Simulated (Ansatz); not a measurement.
Take MgSe in the rock salt structure (space group Fm-3m, No. 225; a = 5.450 Å) as the base.

Perturbation: an isotropic linear strain of −2.00 %, atoms relaxed at fixed cell.

Computed with PBEsol (Ansatz, a quantum-chemistry and plane-wave program, PAW, scalar-relativistic without spin-orbit coupling).

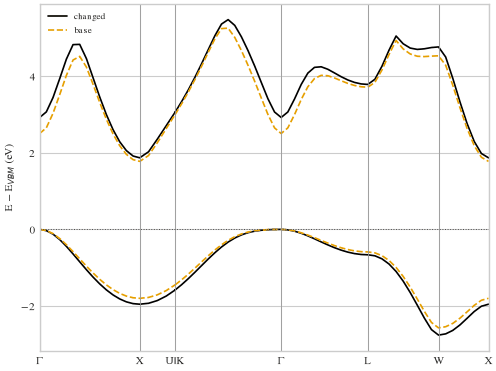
Highest valence and lowest conduction band along the path, each from its own valence-band maximum

Task: From the figure, how large is the changed gap, and is it direct?

Result: About 1.9 eV, indirect, Γ → X.

No phonon test of stability was made.
